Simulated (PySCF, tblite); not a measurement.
**C5H6FS radical: geometry, infrared bands and EPR parameters**

What infrared bands and EPR parameters should C5H6FS radical (`C=C[C](C=S)CF`) show?

Computed with tblite 0.8.0 and PySCF 2.14.0, with density-fitted response routines of our own, on a single molecule in the gas phase. Atoms count from 0, in the outputs and in this text.

**1. The molecule as given**

13 atoms, charge 0, multiplicity 2; geometry from: force field or distance geometry start.

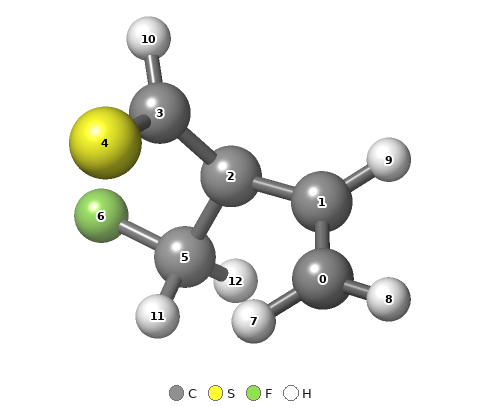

As it starts; carbon grey, sulfur yellow, fluorine green, hydrogen white, atoms numbered; sticks join atoms by distance.

**2. Optimising the geometry with GFN2-xTB**

The job: settings as JSON, then the geometry in Å.

```
{"job": {"kind": "relax", "xc": "GFN2-xTB", "basis": "xTB"}, "charge": 0, "multiplicity": 2}
C     -1.864100    -0.282000    -0.120900
C     -0.799700    -0.454000    -0.895500
C      0.540800    -0.080000    -0.412000
C      1.269400    -1.083600     0.364700
S      0.845800    -1.548300     1.674600
C      0.692200     1.303000     0.105800
F      2.040000     1.436200     0.490800
H     -1.670800     0.171400     0.866300
H     -2.871500    -0.558000    -0.442900
H     -0.978800    -0.900800    -1.857400
H      2.185800    -1.492500    -0.099800
H      0.096400     1.463000     1.012800
H      0.510000     2.026000    -0.704300
```

Launch:

```bash
OMP_NUM_THREADS=1 python probes_run.py task.json out
```

The driver reads the jobs from task.json and runs them one after another.

The log of the run:

```text
step      E/eV     max force
  0    -586.63727   11.212
  1    -587.17186    4.404
  2    -587.44002    2.425
  3    -587.52345    1.881
  4    -587.56329    0.437
  5    -587.57788    0.393
  6    -587.62200    0.495
  7    -587.63067    0.461
  8    -587.64711    0.703
  9    -587.72314    1.571
 10    -587.76688    1.257
 11    -587.91072    0.722
 12    -587.97327    1.096
 13    -588.07181    1.102
 14    -588.23190    1.121
 15    -588.37674    0.873
 16    -588.48065    1.214
 17    -588.53117    1.323
 18    -588.64208    0.844
 19    -588.72873    0.536
 20    -588.77850    0.556
 21    -588.81673    0.651
 22    -588.87790    0.710
 23    -588.94793    0.752
 24    -588.99757    0.526
 25    -589.02127    0.583
 26    -589.03582    0.535
 27    -589.05394    0.373
 28    -589.06595    0.243
 29    -589.07118    0.204
 30    -589.07688    0.208
 31    -589.08219    0.210
 32    -589.08713    0.153
 33    -589.09152    0.171
 34    -589.09560    0.169
 35    -589.10014    0.184
 36    -589.10541    0.184
 37    -589.11038    0.156
 38    -589.11398    0.148
 39    -589.11680    0.151
 40    -589.11960    0.165
 41    -589.12304    0.174
 42    -589.12733    0.175
 43    -589.13186    0.194
 44    -589.13700    0.190
 45    -589.14368    0.185
 46    -589.15346    0.228
 47    -589.16513    0.280
 48    -589.17818    0.322
 49    -589.18782    0.388
 50    -589.19867    0.339
 51    -589.20703    0.332
 52    -589.22502    0.288
 53    -589.23359    0.302
 54    -589.24020    0.230
 55    -589.24622    0.252
 56    -589.25854    0.235
 57    -589.26671    0.371
 58    -589.27352    0.367
 59    -589.28020    0.176
 60    -589.28446    0.125
 61    -589.28733    0.152
 62    -589.29054    0.149
 63    -589.29358    0.247
 64    -589.29623    0.170
 65    -589.29941    0.124
 66    -589.30354    0.140
 67    -589.30814    0.172
 68    -589.31032    0.132
 69    -589.31207    0.122
 70    -589.31326    0.069
 71    -589.31433    0.091
 72    -589.31504    0.047
 73    -589.31558    0.051
 74    -589.31615    0.053
 75    -589.31656    0.061
 76    -589.31703    0.060
 77    -589.31750    0.072
 78    -589.31802    0.067
 79    -589.31851    0.067
 80    -589.31892    0.046
 81    -589.31923    0.037
 82    -589.31947    0.033
 83    -589.31963    0.029
 84    -589.31971    0.023
 85    -589.31976    0.021
 86    -589.31980    0.022
 87    -589.31986    0.027
 88    -589.31992    0.024
 89    -589.31998    0.021
 90    -589.32005    0.027
 91    -589.32011    0.023
 92    -589.32017    0.019
 93    -589.32021    0.015
 94    -589.32024    0.013
 95    -589.32028    0.013
 96    -589.32032    0.013
 97    -589.32035    0.015
 98    -589.32037    0.015
 99    -589.32039    0.015
100    -589.32043    0.023
101    -589.32051    0.035
102    -589.32064    0.045
103    -589.32082    0.039
104    -589.32097    0.023
105    -589.32105    0.018
106    -589.32109    0.016
107    -589.32113    0.013
108    -589.32116    0.010
109    -589.32118    0.010
```

Wall time 1 s (1 thread of Arm Neoverse N1, shared host).

Along the way: (not every step is listed)

```tsv
step	energy from step 0 (eV)	largest force (eV/Å)
0	0.0000	11.2121
1	-0.5346	4.4038
2	-0.8028	2.4252
3	-0.8862	1.8813
4	-0.9260	0.4367
5	-0.9406	0.3928
6	-0.9847	0.4948
7	-0.9934	0.4611
8	-1.0098	0.7035
17	-1.8939	1.3228
26	-2.3986	0.5351
35	-2.4629	0.1840
44	-2.4997	0.1898
53	-2.5963	0.3023
62	-2.6533	0.1494
71	-2.6771	0.0910
80	-2.6817	0.0464
89	-2.6827	0.0215
98	-2.6831	0.0149
104	-2.6837	0.0230
105	-2.6838	0.0179
106	-2.6838	0.0159
107	-2.6839	0.0131
108	-2.6839	0.0101
109	-2.6839	0.0097
```

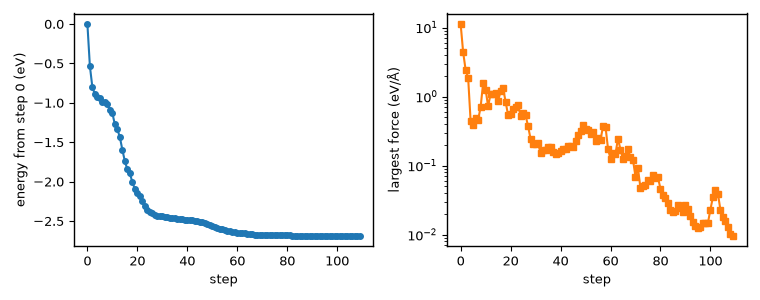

Energy and largest force along the relaxation.

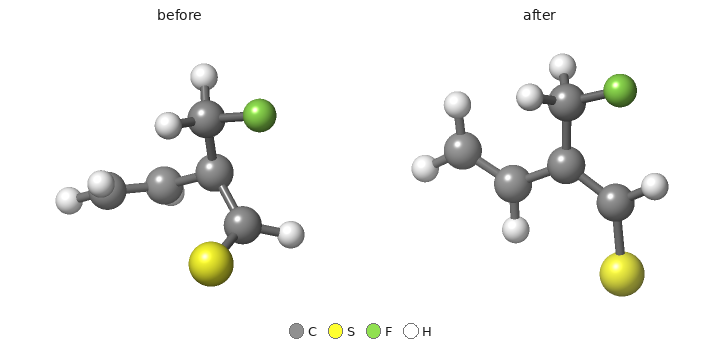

The geometry before (left) and after (right).

Close pairs (by a distance rule), those that changed most:

```tsv
bond	before (Å)	after (Å)	change (Å)
C3–S4	1.453	1.687	+0.234
C2–C3	1.463	1.368	-0.095
C5–F6	1.408	1.369	-0.039
C1–C2	1.473	1.435	-0.038
C0–H7	1.103	1.076	-0.027
C3–H10	1.106	1.083	-0.023
C2–C5	1.484	1.503	+0.018
C0–H8	1.093	1.076	-0.017
```

The final coordinates are the input of the step that follows.

**3. Vibrational analysis with GFN2-xTB**

The job: settings as JSON, then the geometry in Å.

```
{"job": {"kind": "ir", "xc": "GFN2-xTB", "basis": "xTB"}, "charge": 0, "multiplicity": 2}
C     -2.001530     0.126903    -0.298767
C     -0.925547    -0.659599    -0.189124
C      0.421090    -0.223649     0.047993
C      1.458289    -1.111215     0.137805
S      1.333597    -2.787913    -0.005695
C      0.683170     1.248591     0.196431
F      2.005377     1.522867     0.421491
H     -1.952990     1.198734    -0.212626
H     -2.975409    -0.292357    -0.480490
H     -1.039114    -1.732156    -0.283360
H      2.458852    -0.737595     0.315488
H      0.128205     1.659028     1.049368
H      0.401621     1.788848    -0.716243
```

The log of the run:

```text
mode    cm-1     km/mol
  1      81.2     12.58
  2     121.4      0.42
  3     166.3      1.08
  4     184.2      0.21
  5     201.3      2.28
  6     318.6      3.32
  7     354.6      6.02
  8     515.3      3.50
  9     539.2      0.77
 10     627.4      0.02
 11     781.7      1.00
 12     783.8      6.99
 13     876.7     12.78
 14     943.4      1.60
 15     953.8      0.22
 16     989.7     25.20
 17     990.1     12.31
 18    1076.8     48.55
 19    1189.2      0.93
 20    1203.0      4.87
 21    1266.9      1.23
 22    1287.6      8.27
 23    1338.3      4.07
 24    1405.8      2.22
 25    1417.8     13.73
 26    1452.7     22.68
 27    1607.3      4.70
 28    2905.3     15.27
 29    2920.6     13.06
 30    3039.2      0.52
 31    3059.1      8.33
 32    3115.8      7.13
 33    3142.9     19.36
```

Run time: 0.61 s. Hardware: 1 thread of Arm Neoverse N1, shared host.

The strongest bands and the atoms that carry them (share of the mass-weighted mode):

```tsv
cm⁻¹	km/mol	atoms
877	12.8	H8 49 %, C0 23 %, H7 17 %
990	25.2	H8 26 %, H7 20 %, C0 13 %, C5 11 %
1077	48.5	C5 46 %, F6 28 %
1418	13.7	H11 33 %, H12 33 %
1453	22.7	C2 50 %, C3 23 %, H11 10 %, H12 10 %
2905	15.3	H12 48 %, H11 43 %
2921	13.1	H11 51 %, H12 45 %
3143	19.4	H8 58 %, H7 31 %
```

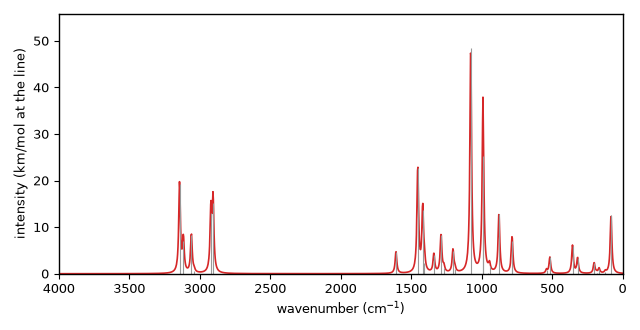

The infrared spectrum from these modes, unscaled. Lines are broadened to a width of 14 cm⁻¹ (Lorentzian).

**4. EPR parameters: B3LYP/pcH-1**

Settings changed since step 3:

```diff
@@ -1,2 +1,2 @@
-{"job": {"kind": "ir", "xc": "GFN2-xTB", "basis": "xTB"}, "charge": 0, "multiplicity": 2}
+{"job": {"kind": "epr", "basis": "pcH-1"}, "charge": 0, "multiplicity": 2}
 C     -2.001530     0.126903    -0.298767
```

Level: UKS B3LYP, pcH-1 on C F H S, non-relativistic, mean-field spin-orbit, GIAO.

The log of the run:

```text
UKS, coarse grid
  cycle   1  E = -692.06994480  |g| = 3.90e-01
  cycle   2  E = -692.00509030  |g| = 5.89e-01
  cycle   3  E = -692.12857054  |g| = 8.95e-02
  cycle   4  E = -692.13154964  |g| = 5.10e-02
  cycle   5  E = -692.13306328  |g| = 1.56e-02
  cycle   6  E = -692.13324700  |g| = 7.32e-03
  cycle   7  E = -692.13330734  |g| = 4.40e-03
  cycle   8  E = -692.13332752  |g| = 2.04e-03
  cycle   9  E = -692.13333278  |g| = 5.50e-04
UKS, final grid
  cycle   1  E = -692.13330772  |g| = 6.80e-04
  cycle   2  E = -692.13330761  |g| = 1.01e-03
  cycle   3  E = -692.13330809  |g| = 1.59e-04
  cycle   4  E = -692.13330813  |g| = 1.15e-04
  cycle   5  E = -692.13330817  |g| = 5.63e-05
  cycle   6  E = -692.13330818  |g| = 1.59e-05
E = -692.13330818 Eh   <S^2> = 0.7792 (exact 0.7500)
g shifts (ppm)      1          2          3
  rmc          -192       -192       -192
  gc            -12         38         38
  oz_so          13       9085     118234
  total        -191       8932     118080
hyperfine (MHz)  atom isotope    a_iso     a_fc   dipolar eigenvalues
    0   13C      21.54      21.54    -20.52    -19.75     40.27
    1   13C     -25.72     -25.72    -16.34      6.46      9.87
    2   13C      36.76      36.76    -33.77    -32.72     66.49
    3   13C     -30.47     -30.47    -17.04      6.47     10.56
    4   33S      13.19      13.19    -57.20    -56.42    113.62
    5   13C     -15.72     -15.72     -0.62      0.11      0.51
    6   19F      -3.15      -3.15     -3.28     -1.83      5.11
    7    1H     -16.40     -16.40     -8.18     -0.99      9.16
    8    1H     -17.31     -17.31     -9.68     -0.66     10.34
    9    1H       7.10       7.10     -3.74     -2.98      6.72
   10    1H       6.05       6.05     -3.72     -1.02      4.74
   11    1H      42.06      42.06     -2.26     -1.29      3.55
   12    1H      42.26      42.26     -2.26     -1.28      3.55
```

Wall time 82 s (1 thread of Arm Neoverse N1, shared host); peak memory 0.88 GiB.

Principal g values 2.00213, 2.01125, 2.12040; g(iso) = 2.04459, against 2.00232 for a free electron. They are not to be trusted: the run shows nearly degenerate orbitals, where second-order g theory doesn't apply.

Mean a(iso) over the nuclei that a row names, and the largest dipolar term of the row (other rows stand at the frozen geometry):

```tsv
nuclei	isotope	a(iso) (MHz)	a(iso) (G, at g = 2.0023)	largest dipolar term (MHz)
H11, H12	1H	42.2	15.0	3.6
C2	13C	36.8	13.1	66.5
C3	13C	-30.5	-10.9	-17.0
C1	13C	-25.7	-9.2	-16.3
C0	13C	21.5	7.7	40.3
H8	1H	-17.3	-6.2	10.3
H7	1H	-16.4	-5.9	9.2
C5	13C	-15.7	-5.6	-0.6
S4	33S	13.2	4.7	113.6
H9	1H	7.1	2.5	6.7
H10	1H	6.1	2.2	4.7
F6	19F	-3.2	-1.1	5.1
```

Mulliken spin populations:

C0 0.28; C1 -0.14; C2 0.42; C3 -0.18; S4 0.64; C5 -0.03; F6 0.00; H7 -0.01; H8 -0.01; H9 0.00; H10 0.00; H11 0.02; H12 0.02

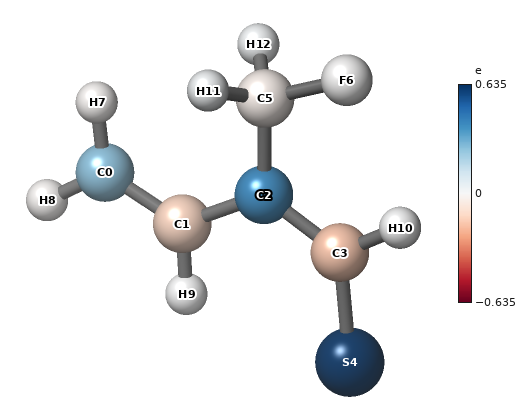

Mulliken spin populations, as colours on the atoms.

The fields below are evaluated on a grid from the run's orbitals.

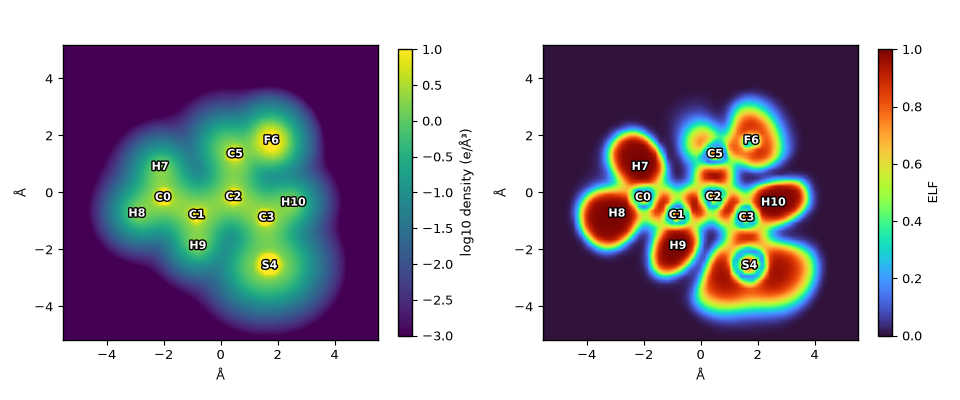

Density (left) and ELF (right) in a plane through or near 11 of the atoms.

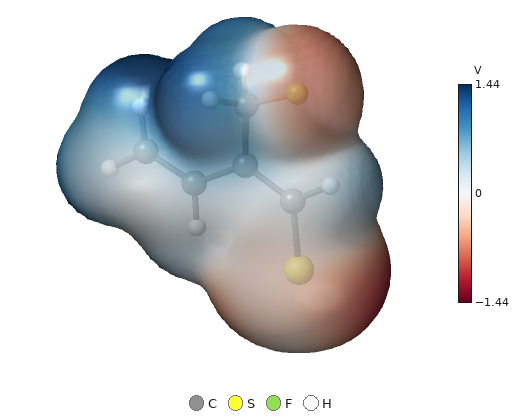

The potential that a unit positive charge feels on the 0.002 e/bohr³ surface, from -1.07 V near S4 to 1.44 V near H7.

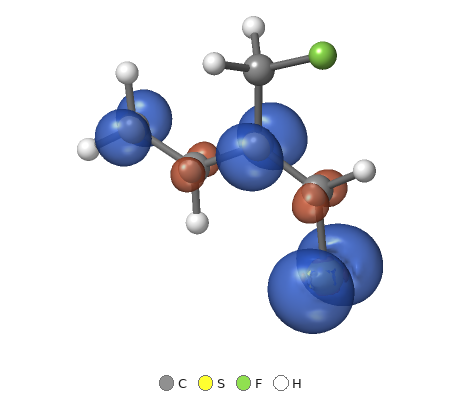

Spin density at ±0.05 e/Å³ (alpha excess blue, beta excess red).

**5. Outcome**

```
                                                                  quantity                                            value
                                 strongest single infrared mode (GFN2-xTB)                             1077 cm⁻¹, 49 km/mol
                                              zero-point energy (GFN2-xTB)                                    58.4 kcal/mol
                                                            g(iso) (B3LYP)                                          2.04459
                                                                      ⟨S²⟩                               0.779 (exact 0.75)
                                        largest a(iso) (averaged by class)                         1H on H11, H12, 42.2 MHz
potential on the surface of density 0.002 e/bohr³, 1st and 99th percentile                               -1.07 V and 1.44 V
                                             property runs in this session  1, of which 0 failed and 1 gave unsound results
```

The optimisation took 109 steps and gained 2.684 eV; among the close pairs (by a distance rule), C3–S4 changed most, from 1.453 to 1.687 Å. All 33 modes are real, so the xTB geometry is a minimum. The strongest single mode, at 1077 cm⁻¹, moves mainly C5 and F6. Unscaled tight-binding wavenumbers are off by several per cent, some by more. Its intensities can rank the bands wrongly. The largest share of the spin, 0.64 e, sits on S4. The isotropic g lies 42.3 ppt above the free-electron value. These values are not to be trusted: the run shows nearly degenerate orbitals, where second-order g theory doesn't apply. These values are for one conformer; the search (at its own cheap level) found 2 more, at 0.61, 1.63 kcal/mol, and measured spectra average over such forms.
